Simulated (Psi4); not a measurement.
# U-wB97X-V/def2-TZVP run of GeH3O (SMILES [O][GeH3])

Aim: the vertical doublet–quartet gap of GeH3O at U-wB97X-V/def2-TZVP, from 2 runs. 

The calculation is run with Psi4 1.11.

### 1 The system as given

GeH3O: 5 atoms, total charge 0, spin state doublet. SMILES: `[O][GeH3]`. Geometry: relaxed at PBE0-D4/def2-TZVP.

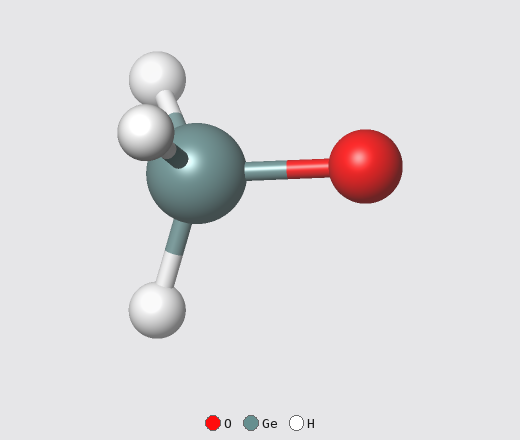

The structure, seen from a chosen angle (oxygen red, germanium teal, hydrogen white).

### 2 The energy at U-wB97X-V/def2-TZVP

geh3o.xyz

```xyz
5
GeH3O
O     -1.443900     0.418600     0.777300
Ge     0.072300    -0.056300    -0.056900
H     -0.162200    -0.091200    -1.574700
H      0.548000    -1.418100     0.471500
H      1.035700     1.073400     0.341400
```

job.py

```python
import psi4

psi4.set_memory(2200000000)
psi4.set_num_threads(1)
psi4.core.set_output_file('geh3o.out', False)

with open('geh3o.xyz') as f:
    atoms = ''.join(f.readlines()[2:])
geom = psi4.geometry('0 2\n' + atoms + 'symmetry c1\nno_reorient\nno_com')

options = {'reference': 'uks', 'puream': True, 'e_convergence': 1e-09, 'd_convergence': 1e-08, 'scf_type': 'pk', 'dft_radial_points': 99, 'dft_spherical_points': 590, 'maxiter': 100}
psi4.set_options(options)

e_tot, wfn = psi4.energy('wb97x-v/def2-TZVP', return_wfn=True)
print(f'total energy {e_tot:.8f} hartree = {e_tot * 27.211386:.5f} eV')
```

On the command line:

```bash
python job.py
```

geh3o.out:

```text
[...]
  Running in c1 symmetry.
[...]
  Nuclear repulsion =  113.909881399441815
[...]
  Multiplicity = 2
[...]
  Nalpha       = 22
  Nbeta        = 21
[...]
    Number of basis functions: 97
[...]
   @UKS iter   1: -2152.26849104580015   -2.23261e+00   3.10751e-02 ADIIS/DIIS
[...]
   @UKS iter  16: -2153.76609292767807   -9.54969e-12   9.38446e-09 DIIS
[...]
   @S^2 Observed:                7.538045748E-01
[...]
    Orbital Energies [Eh]
    ---------------------
    Alpha Occupied:
       1A   -398.592494     2A    -49.840312     3A    -44.352374
       4A    -44.351658     5A    -44.351410     6A    -19.260418
       7A     -6.347791     8A     -4.521780     9A     -4.519399
      10A     -4.518671    11A     -1.354538    12A     -1.348952
      13A     -1.347392    14A     -1.345496    15A     -1.345081
      16A     -1.093438    17A     -0.684609    18A     -0.533295
      19A     -0.493136    20A     -0.486765    21A     -0.448639
      22A     -0.419575
    Alpha Virtual:
      23A      0.078301    24A      0.108727    25A      0.134175
[...]
  @UKS Final Energy: -2153.76609292767807
   => Energetics <=
    Nuclear Repulsion Energy =            113.9098813994418151
    One-Electron Energy =               -3226.4711719704296229
    Two-Electron Energy =                1027.0007221307339478
    DFT Exchange-Correlation Energy =     -68.3847744922207710
    Empirical Dispersion Energy =           0.0000000000000000
    VV10 Nonlocal Energy =                  0.1792500047965179
    Total Energy =                      -2153.7660929276780735
[...]
 Multipole Moments:
 ------------------------------------------------------------------------------------
     Multipole            Electronic (a.u.)      Nuclear  (a.u.)        Total (a.u.)
 ------------------------------------------------------------------------------------
 L = 1.  Multiply by 2.5417464519 to convert [e a0] to [Debye]
 Dipole X            :         15.4466185          -14.7702884            0.6763301
 Dipole Y            :         -2.3184923            2.1000526           -0.2184396
 Dipole Z            :         -7.2470603            6.8706662           -0.3763941
 Magnitude           :                                                    0.8042455
[...]
```

On the terminal:

```text
total energy -2153.76609293 hartree = -58606.96051 eV
```

Wall time 2.3 min (1 thread of AMD EPYC 7R43 (Zen 3), shared host); peak memory 1.1 GiB.

### 3 The quartet at the same level

geh3o.xyz is that of step 2.

run_ase.py

```python
import numpy as np
from ase.calculators.psi4 import Psi4
from ase.io import read

a = read('geh3o.xyz')
calc = Psi4(atoms=a, method='wb97x-v', basis='def2-TZVP', memory='2200MB', num_threads=1, charge=0, multiplicity=4, label='geh3o', reference='uks')
calc.psi4.set_options({'puream': True, 'e_convergence': 1e-09, 'd_convergence': 1e-08, 'scf_type': 'pk', 'dft_radial_points': 99, 'dft_spherical_points': 590, 'maxiter': 100})
a.calc = calc

print(f'energy: {a.get_potential_energy():.6f} eV')
```

On the command line:

```bash
python run_ase.py
```

geh3o.dat:

```text
[...]
  Running in c1 symmetry.
[...]
  Nuclear repulsion =  113.909881399441815
[...]
  Multiplicity = 4
[...]
  Nalpha       = 23
  Nbeta        = 20
[...]
    Number of basis functions: 97
[...]
   @UKS iter   1: -2151.87294764829721   -1.83707e+00   3.20034e-02 DIIS/ADIIS
[...]
   @UKS iter  20: -2153.51842927885718   -9.09495e-12   9.26775e-09 DIIS
[...]
   @S^2 Observed:                3.763061318E+00
[...]
    Orbital Energies [Eh]
    ---------------------
    Alpha Occupied:
       1A   -398.575769     2A    -49.825294     3A    -44.337314
       4A    -44.336475     5A    -44.336361     6A    -19.406912
       7A     -6.333200     8A     -4.507340     9A     -4.504512
      10A     -4.504361    11A     -1.348022    12A     -1.334715
      13A     -1.333864    14A     -1.331324    15A     -1.330619
      16A     -1.223641    17A     -0.716064    18A     -0.634654
      19A     -0.634120    20A     -0.584921    21A     -0.468733
      22A     -0.465532    23A     -0.154433
    Alpha Virtual:
      24A      0.105211    25A      0.128693    26A      0.130338
[...]
  @UKS Final Energy: -2153.51842927885718
   => Energetics <=
    Nuclear Repulsion Energy =            113.9098813994418151
    One-Electron Energy =               -3225.7665544171104557
    Two-Electron Energy =                1026.4805272354190038
    DFT Exchange-Correlation Energy =     -68.3205233784734247
    Empirical Dispersion Energy =           0.0000000000000000
    VV10 Nonlocal Energy =                  0.1782398818658999
    Total Energy =                      -2153.5184292788567291
[...]
 Multipole Moments:
 ------------------------------------------------------------------------------------
     Multipole            Electronic (a.u.)      Nuclear  (a.u.)        Total (a.u.)
 ------------------------------------------------------------------------------------
 L = 1.  Multiply by 2.5417464519 to convert [e a0] to [Debye]
 Dipole X            :          0.1973628           -0.5033161           -0.3059534
 Dipole Y            :         -0.0890172            0.2688943            0.1798771
 Dipole Z            :         -0.1263670            0.3491948            0.2228279
 Magnitude           :                                                    0.4190650
[...]
```

On the terminal:

```text
energy: -58600.221290 eV
```

Wall time 3.1 min (1 thread of AMD EPYC 7R43 (Zen 3), shared host); peak memory 1.2 GiB.

### 4 Outcome

Level: U-wB97X-V/def2-TZVP.

```
                                        quantity           value
                           doublet: total energy  -2153.76609 Eh
                          doublet: dipole moment          2.04 D
     doublet: HOMO energy (highest over α and β)       -10.89 eV
      doublet: LUMO energy (lowest over α and β)        -1.83 eV
                                   doublet: ⟨S²⟩           0.754
                           quartet: total energy  -2153.51843 Eh
                          quartet: dipole moment          1.07 D
     quartet: HOMO energy (highest over α and β)        -4.20 eV
                                   quartet: ⟨S²⟩           3.763
vertical energy of the quartet above the doublet        6.739 eV
```

In words: At this shape the quartet lies 6.74 eV (155 kcal/mol) above the doublet.
